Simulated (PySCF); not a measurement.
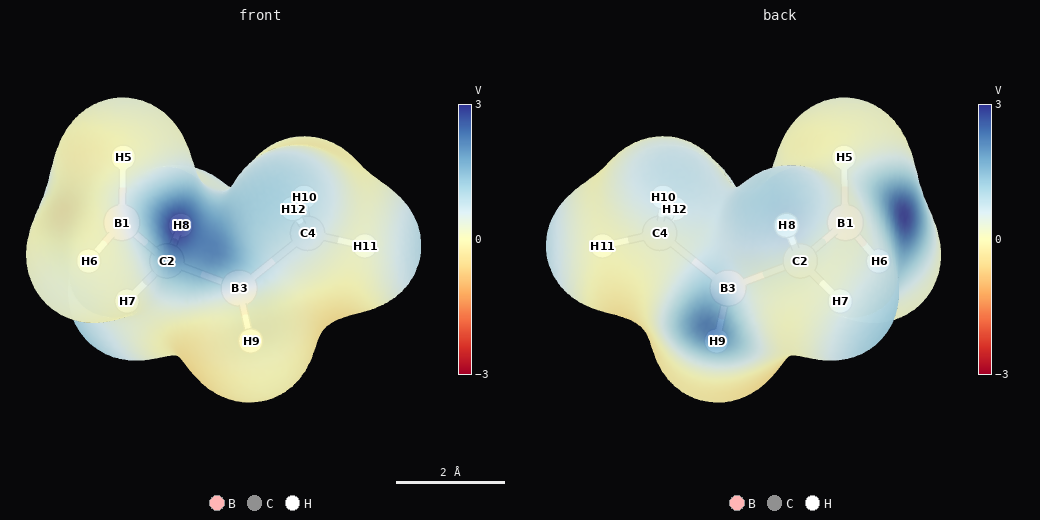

Figure 1: C2H8B2 (SMILES BCBC). The electrostatic potential painted on the density surface at 0.004 e/bohr³, seen from the front and from behind; the colour scale runs from red (negative) to blue (positive).

Geometry: GFN2-xTB, MD frame at 250 fs, 400 K.

Computed with PySCF, PBE0/pcSseg-1, SCF density, gas phase, non-relativistic.

```xyz
12

B     1.1174    0.7738    0.6701
C     0.0402   -0.3637    0.9940
B    -1.0860   -0.3134   -0.0799
C    -2.3473    0.7045    0.1382
H     1.0729    1.8617    1.2315
H     1.9257    0.4969   -0.1433
H     0.7091   -1.2415    1.0107
H    -0.4492   -0.2369    1.9567
H    -1.0624   -0.7082   -1.2602
H    -2.5211    0.8152    1.1709
H    -3.3345    0.6924   -0.3426
H    -1.8557    1.5816   -0.3018
```

Q: Which sites attract a positive test charge, and which a negative one?

A: A positive charge is drawn to the negative regions and a negative charge to the positive ones. The most negative region (about −0.4 V) lies over C4 and H9, the most positive (about +2.8 V) over B1.

Q: How polar is the molecule by this calculation?

A: Its dipole moment is 0.64 D.
